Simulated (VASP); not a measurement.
Band structure of HfN (rock salt). These are PBE GGA with D3 dispersion (zero damping), VASP's PBE PAW potentials (set 64) (plane waves; VASP) values and carry that method's errors.

Unless said otherwise, spin-orbit coupling is left out, though it shifts the bands of the heavy elements here.

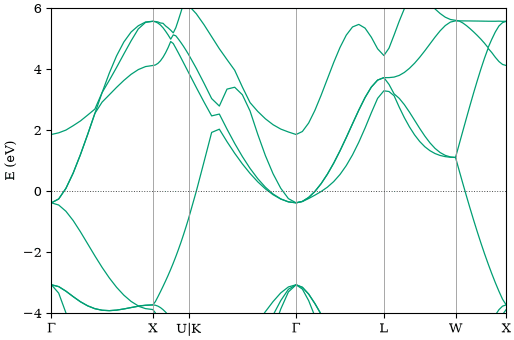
*Bands along high-symmetry lines, zero at the valence-band maximum or, without a gap, the Fermi level*

Question: Read the plot: is there a gap, and where are the band edges?

Answer: It has no gap at this level: it comes out as a metal or semimetal. (Edges off the drawn lines would not show.)

The compound is HfN in the rock salt structure. It was relaxed first. The electron count is odd and the run is not spin-polarised, which forces a metal.
